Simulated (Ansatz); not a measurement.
BaHfO3 (cubic perovskite)

```xyz
10
Lattice="8.2424 0.0000 0.0000 4.1212 4.1212 0.0000 0.0000 0.0000 4.1212" Properties=species:S:1:pos:R:3 pbc="T T T"
Ba     0.0000     0.0000     0.0000
Ba     4.1212     0.0000     0.0000
Hf     2.0606     2.0606     2.0606
Hf     6.1818     2.0606     2.0606
O      8.2424     2.0606     2.0606
O      4.1212     2.0606     2.0606
O      2.0606     2.0606     0.0000
O      6.1818     2.0606     0.0000
O      2.0606     0.0000     2.0606
O      6.1818     0.0000     2.0606
```

A phonon eigenvector at M = (0.5, 0.5, 0.0) is frozen into this cell: atom i moves by Q times the vector below, so Q is the largest atomic displacement, in Å. The cell is held. (q is in reciprocal vectors of the primitive cell; the cell shown is doubled to hold the pattern.)

```tsv
atom	x	y	z
O5	0.000	-1.000	0.000
O6	0.000	1.000	0.000
O9	1.000	0.000	0.000
O10	-1.000	0.000	0.000
```

Atoms not listed stay in place.

Level of theory: LDA (plane waves to 420 eV, PAW, scalar-relativistic; Ansatz, a quantum-chemistry and plane-wave program). k mesh 8×8×8 (Γ-centred), Fermi-Dirac smearing 0.05 eV. Energies are smeared free energies. BaHfO3 is run without spin polarisation. BaHfO3 was relaxed with its symmetry unable to fall. Spin-orbit coupling is left out, though Hf is heavy. ΔE is measured from the undisplaced structure.

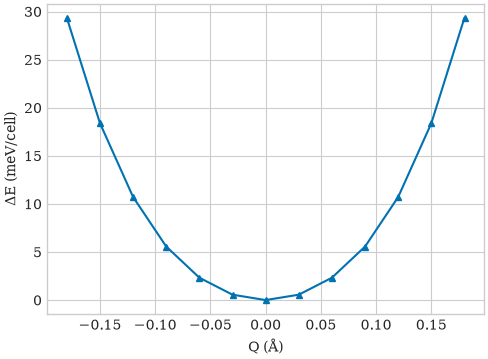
ΔE (meV/cell) against Q (Å); markers are the computed points, lines only join them.

Question: What is the energy change at Q = 0.180 Å?

Answer: About 29 meV/cell.

Question: What harmonic wavenumber does the curvature at Q = 0 give?

Answer: About 72 cm⁻¹.

(A displaced cell: forces are minus the slopes of the energy, force constants its curvatures, and phonons follow from these.)
